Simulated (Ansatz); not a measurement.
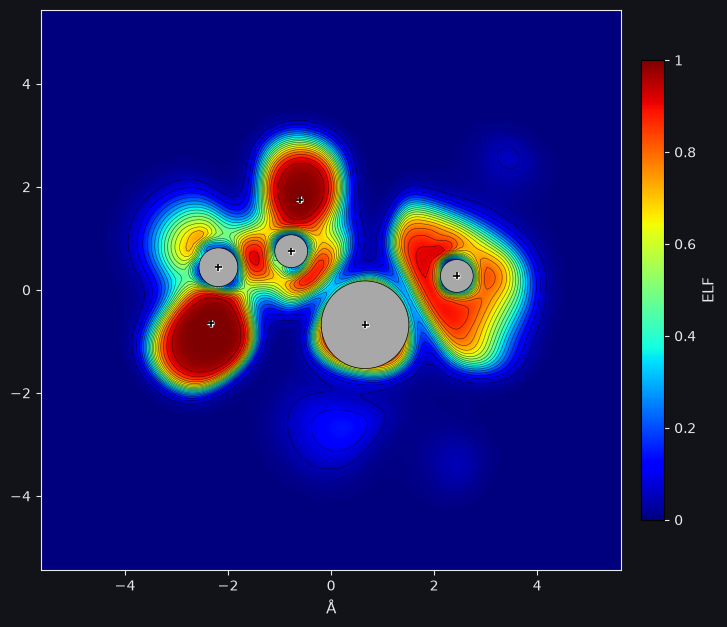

The electron localisation function on a plane through atoms (crosses mark nuclei in the plane; grey discs cover the cores).

Level of theory: Ansatz 0.2.0, RKS PBE0-D4/def2-TZVPP.

Candidates:
A. C2H6Cl2F2O2W (SMILES C[O][W]([F])([F])([Cl])([Cl])[O]C)
B. C3H12ClN3Zr
C. C5H11Cl2In (SMILES CC(C)(C)[CH2][In]([Cl])[Cl])

**Which candidate gave the map?**

Candidate B: C3H12ClN3Zr on the plane of atoms Zr3, N2 and H12, which holds C, N, Zr and H. C–N (1.45 Å): the ELF peaks at about 0.90 between the atoms: localised, covalent bonding. Zr–N (2.02 Å): the ELF peaks at about 0.90 in the valence shell of N, 0.6 Å from its nucleus, and drops to about 0.30 between the two atoms.
